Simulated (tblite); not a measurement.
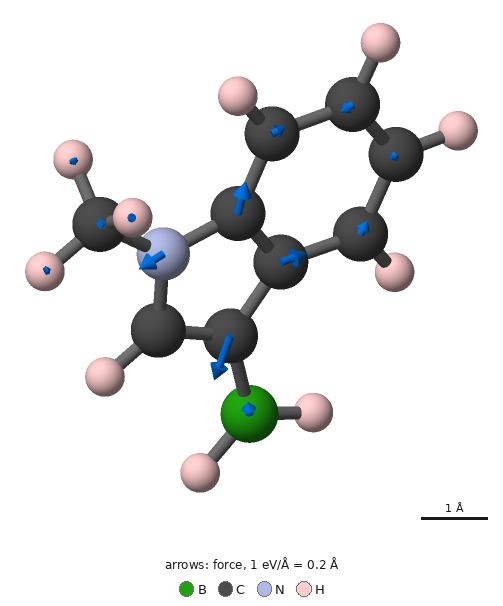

Starting geometry of C₉H₁₀BN with the computed forces as blue arrows. The picture is a ball-and-stick view, seen from a free direction.

Theory: GFN2-xTB geometry optimisation, gas phase (tblite 0.8.0). 

**Is this structure relaxed? If not, where do the atoms go?**

It isn't relaxed: the largest force vector, on a C atom, is 3.84 eV/Å. The final displacements follow the starting forces only in part (cosine between the two patterns 0.42). An H atom moves most after the best rigid fit: 0.089 Å. Largest moves by element: H 0.089 Å, C 0.059 Å, B 0.055 Å, N 0.026 Å. Near-neighbour distances that change, for instance: C–C 1.378 → 1.444 Å, B–C 1.578 → 1.519 Å, C–C 1.375 → 1.413 Å, C–N 1.340 → 1.375 Å. Bond angles that change, for instance: N–C–H 124.3° → 120.2°, C–C–N 109.3° → 112.0°, C–C–C 121.6° → 119.1°. Over 30 geometry steps the energy falls by 28.6 kJ/mol.
